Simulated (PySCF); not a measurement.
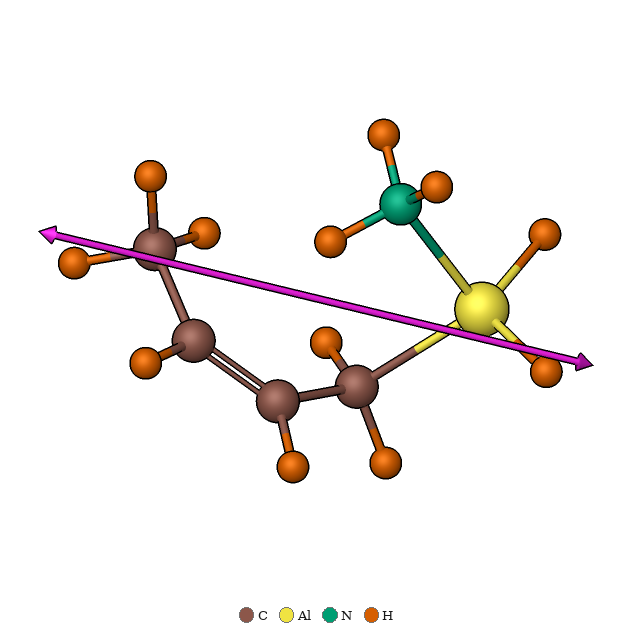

The double arrow shows the direction of the transition dipole to excited singlet state 2 (its length means nothing). The computed structure is the end point of a PBE0-D3(BJ)/def2-SVP optimisation. No frequency run is at hand to confirm it as a minimum. Properties computed with TDDFT ωB97X-D/def2-SVPD, vertical, gas phase, core orbitals frozen in the response (PySCF 2.14.0).

Give its energy, strength and character.

Answer. 6.00 eV (207 nm), oscillator strength 0.32, mainly HOMO → LUMO+1 (weight 0.90); transition dipole 3.74 D.
